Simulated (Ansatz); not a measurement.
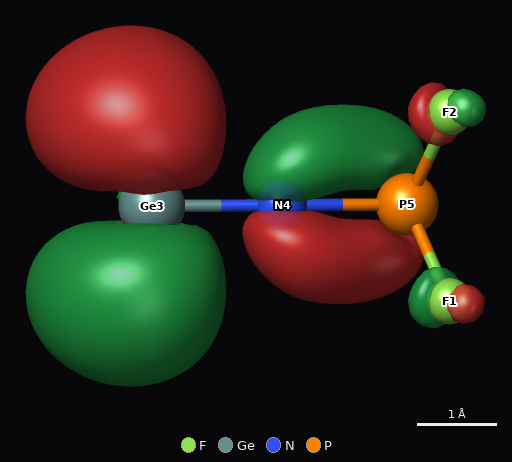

F₂GeNP. One frontier orbital at ±0.1 Å⁻³ᐟ² (green and red are the two phases), seen across its widest extent.

Geometry: PBE0-D3(BJ)/def2-SVP.

Level of theory: isolated molecule in a Gaussian basis; Kohn-Sham density functional theory, functional PBE0 (Ansatz).

The calculation's input:

```
crystal:
  periodic: [false, false, false]
  atoms:
    - symbol: F
      position_ang: [-0.373086, -2.431798, 2.034030]
    - symbol: F
      position_ang: [0.337824, -1.259476, 0.050912]
    - symbol: Ge
      position_ang: [-0.050444, 1.436160, 2.970891]
    - symbol: "N"
      position_ang: [-0.360471, 0.075750, 2.055392]
    - symbol: P
      position_ang: [-0.874315, -1.194984, 1.119999]
basis:
  gaussian:
    orbitals: def2-TZVPD
total_charge: 0
hamiltonian:
  xc: {name: PBE0}
output: {forces: true, orbitals: {seedname: orbitals}}
```

Launched as:

```sh
ansatz run input.yaml --threads 1 --pin off --max-ram 2610MiB --events-out events.jsonl --progress --plain --runs-dir runs
```

Q: Which orbital is it: HOMO or LUMO?

A: The LUMO, at −2.57 eV. It lies mainly on Ge3 (about 80 %), N4 (about 10 %) and P5 (about 10 %).
